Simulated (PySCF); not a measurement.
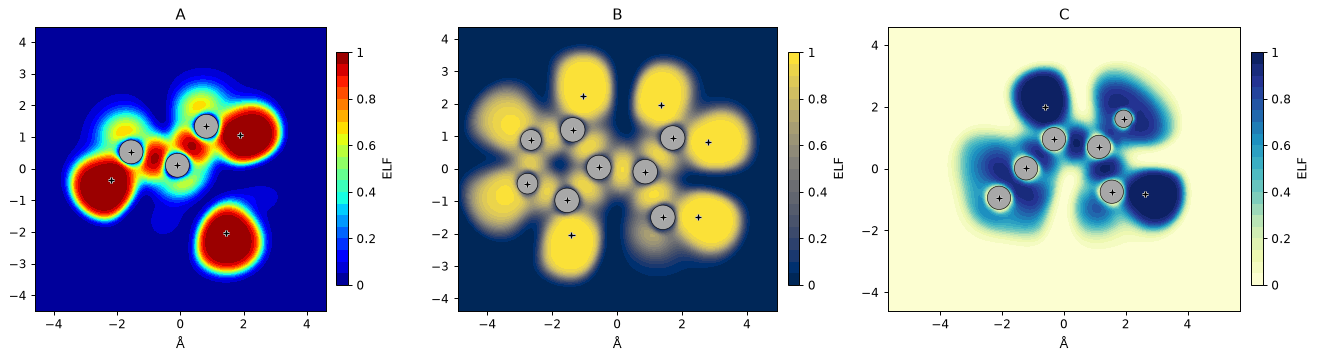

The ELF of 3 systems, each on a plane through atoms (crosses mark nuclei in the plane; grey discs cover the cores).

Theory: PySCF, PBE0/pcSseg-1, SCF density, gas phase, non-relativistic.

System 1: C$_{4}$H$_{14}$N$_{2}$Si, the plane of atoms C2, C3 and H12. Geometry: GFN2-xTB.

```yaml
atoms:
  - { symbol: C, position_ang: [-1.0705, -1.4986, -0.8669] }
  - { symbol: C, position_ang: [-1.1833, -0.1312, -0.1980] }
  - { symbol: C, position_ang: [-1.6666, -0.2812, 1.2503] }
  - { symbol: N, position_ang: [0.0962, 0.5624, -0.3475] }
  - { symbol: C, position_ang: [0.0554, 1.9781, -0.0554] }
  - { symbol: N, position_ang: [1.1379, -0.0847, 0.3440] }
  - { symbol: Si, position_ang: [2.6333, -0.3427, -0.4660] }
  - { symbol: H, position_ang: [-0.3634, -2.1205, -0.3250] }
  - { symbol: H, position_ang: [-2.0386, -1.9925, -0.8828] }
  - { symbol: H, position_ang: [-0.7137, -1.3803, -1.8858] }
  - { symbol: H, position_ang: [-1.9109, 0.4730, -0.7523] }
  - { symbol: H, position_ang: [-1.7705, 0.6887, 1.7324] }
  - { symbol: H, position_ang: [-2.6357, -0.7727, 1.2633] }
  - { symbol: H, position_ang: [-0.9675, -0.8889, 1.8207] }
  - { symbol: H, position_ang: [-0.1113, 2.2004, 1.0109] }
  - { symbol: H, position_ang: [-0.7359, 2.4428, -0.6407] }
  - { symbol: H, position_ang: [1.0114, 2.4121, -0.3476] }
  - { symbol: H, position_ang: [1.1156, 0.0714, 1.3496] }
  - { symbol: H, position_ang: [3.4351, -1.0605, 0.5263] }
  - { symbol: H, position_ang: [2.3288, -1.1368, -1.6524] }
  - { symbol: H, position_ang: [3.3453, 0.8786, -0.8774] }
```

System 2: C$_{6}$H$_{8}$O (SMILES CC=C=CC(C)=O), the plane of atoms C3, C4 and C5. Geometry: GFN2-xTB.

```xyz
15

C     2.2270   -0.6142    1.0270
C     1.5774   -0.3235   -0.2927
C     0.6052    0.5136   -0.4648
C    -0.3945    1.3386   -0.6201
C    -1.8142    0.9466   -0.5166
C    -2.0703   -0.4974   -0.1601
O    -2.7044    1.7452   -0.6967
H     1.7591   -0.0430    1.8241
H     3.2853   -0.3596    0.9833
H     2.1448   -1.6766    1.2540
H     1.9797   -0.8585   -1.1445
H    -0.2223    2.3834   -0.8460
H    -1.5213   -1.1530   -0.8313
H    -1.7216   -0.6834    0.8539
H    -3.1344   -0.7102   -0.2187
```

System 3: C$_{6}$H$_{7}$N$_{2}$ (SMILES C=C(C)c1cn[n-]c1) (charge −1), the plane of atoms C4, C5 and N6. Geometry: GFN2-xTB, NEB image 0 of 0 to 8.

```xyz
15

C    -1.0141    1.5995   -0.7705
C    -0.5285    0.3540   -0.6806
C    -1.0465   -0.7173   -1.6073
C     0.4776   -0.0492    0.2600
C     1.0610   -1.3197    0.4393
N     1.9575   -1.3011    1.4135
N     2.0101   -0.0484    1.9142
C     1.1471    0.7018    1.2480
H    -0.6705    2.3914   -0.1265
H    -1.7730    1.8681   -1.4931
H    -0.2309   -1.1283   -2.2036
H    -1.4820   -1.5359   -1.0329
H    -1.8074   -0.3187   -2.2802
H     0.8658   -2.2360   -0.1009
H     1.0294    1.7479    1.4930
```

Which map belongs to which system?

Answer. Panel A is system 1, C$_{4}$H$_{14}$N$_{2}$Si: the plane holds C and H. C–C (1.53 Å): the ELF peaks at about 0.95 between the atoms: a shared electron pair. Panel B is system 3, C$_{6}$H$_{7}$N$_{2}$: the plane holds C, N and H. C–N (1.32 Å): the ELF peaks at about 0.90 between the atoms; localised, covalent bonding. Panel C is system 2, C$_{6}$H$_{8}$O: the plane holds C, O and H. C–O (1.21 Å): the ELF peaks at about 0.85 between the atoms (a multiple bond).
